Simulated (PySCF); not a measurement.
KAl (triplet)

```xyz
2

K     0.0000    0.0000   -1.4144
Al    0.0000    0.0000    2.0426
```

All numbers below come from PBE0/jorge-DZP-DKH, spin-free X2C-1e, Gaussian nucleus, at a bond length of 3.457 Å (PySCF).

What can the converged electron density, electron localisation function and spin density tell about the bonding?

K–Al (3.46 Å): the density is about 0.07 e/Å³ at the midpoint; the ELF peaks at about 0.85 in the valence shell of Al, 1.3 Å from its nucleus, and is about 0.30 at the midpoint.
The unpaired spin (2 electrons) lies mostly on Al2 (about 1.4) and K1 (about 0.6), in electrons by Hirshfeld's partition.

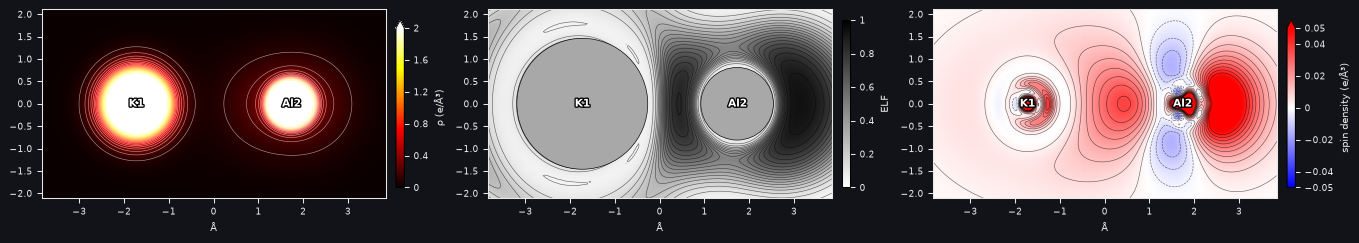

Computed electron density, electron localisation function and spin density on a plane that holds the molecular axis, in this order. Grey discs cover the atomic cores in the ELF map. 
